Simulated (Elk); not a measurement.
**PbF2 (Fm-3m): refractive index against wavelength**

The refractive index of PbF2 (Fm-3m) below the direct gap (4.64 eV on the mesh) is read from one computed spectrum, n = √(Re ε).

Cell: a, b, c = 4.191, 4.191, 4.191 Å (primitive vectors), 3 atoms.

Method: Elk 11.2.3 (patched build), PBE, independent particles, k-mesh 9×9×9, Lorentzian half width 0.1 eV.

Launch of the response step: `OMP_NUM_THREADS=4 elk`. The run took 17 s, its band step included, on 4 threads of Arm Neoverse V1, on a shared host.

```tsv
wavelength (nm)	photon energy E (eV)	n
1064	1.165	1.9203
850	1.459	1.9301
700	1.771	1.9435
633	1.959	1.9533
532	2.331	1.9768
450	2.755	?
405	3.061	2.0452
```

In the single-oscillator model n² − 1 = E₀E_d/(E₀² − E²), so 1/(n² − 1) = E₀/E_d − E²/(E₀E_d) is linear in E².

Working, on the rows shown:

| x = E² (eV²) | y = 1/(n² − 1) |
| --- | --- |
| 1.35784 | 0.372086 |
| 2.12762 | 0.366934 |
| 3.13716 | 0.360076 |
| 3.83641 | 0.355192 |
| 5.43137 | 0.34391 |
| 9.37179 | 0.314185 |

Means: x̄ = 4.2104, ȳ = 0.35206. Σ(x − x̄)(y − ȳ) = -0.3033, Σ(x − x̄)² = 41.9. Slope = -0.3033 / 41.9 = -0.00724; intercept = ȳ − slope · x̄ = 0.38254. Turned back into n, the line misses the rows shown by at most 0.0015.

Q: Fill in the last column of the withheld row.

A: At x = 7.5912 the line gives y = 0.32759, that is 2.0131. The run gave 2.0122, so the interpolation is off by 0.00091, 0.7 % of the range in the table.

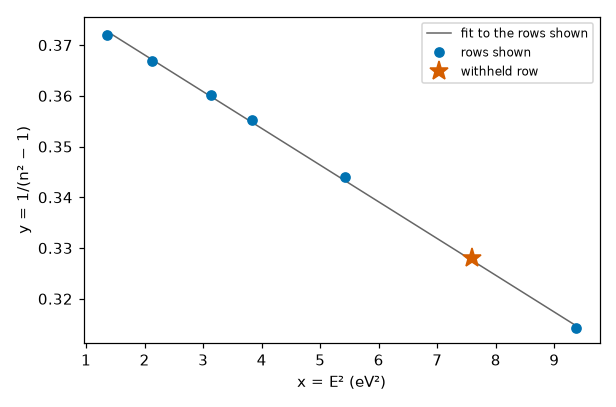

Refitted with all rows, the slope is -0.007217 and the intercept 0.3825. These give E₀ = √(intercept/−slope) = 7.28 eV and E_d = E₀/intercept = 19.0 eV; E₀ is 1.6 times the direct gap. The electronic limit at long wavelengths, without lattice vibrations, is n = √(1 + 1/intercept) = 1.901. The cell comes from an older database entry, whose edges can be off by a per cent or so. Excitons are left out and so are local fields. The values come from a sum over the points of one k-mesh and carry its error, which grows as the direct gap shrinks. Spin-orbit coupling is left out.

[Logs are printed without paths, hosts, clocks, repeated set-up lines and the standing remarks that a program may print on its own settings, such as how far it seeks lower states.]
